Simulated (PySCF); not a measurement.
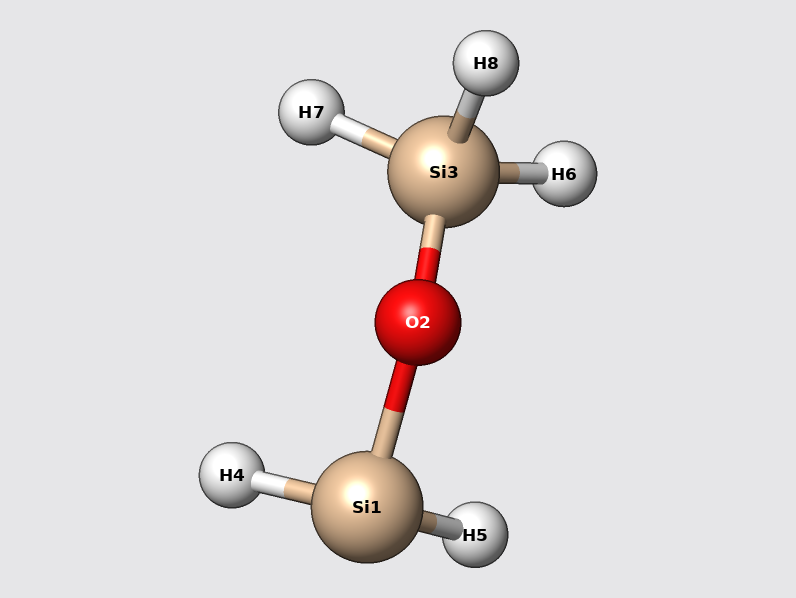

Every bond is drawn as one stick. The species has charge −1 and is a spin singlet. Computed geometry: GFN2-xTB optimisation. No frequency run is at hand to confirm it as a minimum. Method: PBE0/pcSseg-1 (PySCF 2.14.0).

Which bond has the highest Mayer bond order?

O2–Si3, 1.21, at a length of 1.559 Å.

List the Mayer bond orders of Si1–O2, Si1–H4, O2–Si3, Si3–H6, Si3–H8 (one bond of each equivalent set).

```json
{"bond": "Si1–O2", "Mayer order": "0.61", "length (Å)": "1.768"}
{"bond": "Si1–H4", "Mayer order": "0.87", "length (Å)": "1.507"}
{"bond": "O2–Si3", "Mayer order": "1.21", "length (Å)": "1.559"}
{"bond": "Si3–H6", "Mayer order": "0.87", "length (Å)": "1.482"}
{"bond": "Si3–H8", "Mayer order": "0.88", "length (Å)": "1.481"}
```

The geometry is semi-empirical. Around Si such bond lengths and angles can be off by a tenth of an ångström or more and by several degrees, and values that hang on the shape move with them.
